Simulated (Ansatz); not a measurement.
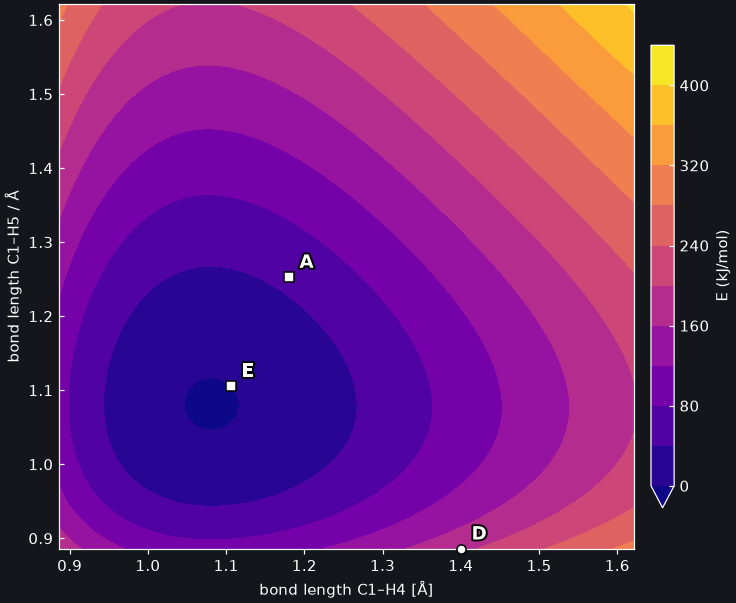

CH4FSi, SMILES [CH2-][SiH2]F, charge −1. The first coordinate is: bond length C1–H4; the second: bond length C1–H5. Nothing is relaxed (all other coordinates rigid). Grid: 11 × 11 points. All energies are given in kJ/mol relative to the lowest grid point. The reference is spin-restricted, which grows unreliable where a bond is stretched far. All numbers below come from RKS BHLYP-D4/def2-TZVPD in Ansatz.

Drawn: filled contours, lettered points. Between grid points the surface is interpolated.

Is E the lowest point of the computed grid?

Yes. E, at bond length C1–H4 = 1.106 Å, bond length C1–H5 = 1.106 Å, has the lowest energy of the grid.

What kind of point is each of A, E: minimum, saddle, maximum or slope?

A: on a slope; E: minimum. (In these two coordinates alone; a stationary point may lie a little off the grid point.)
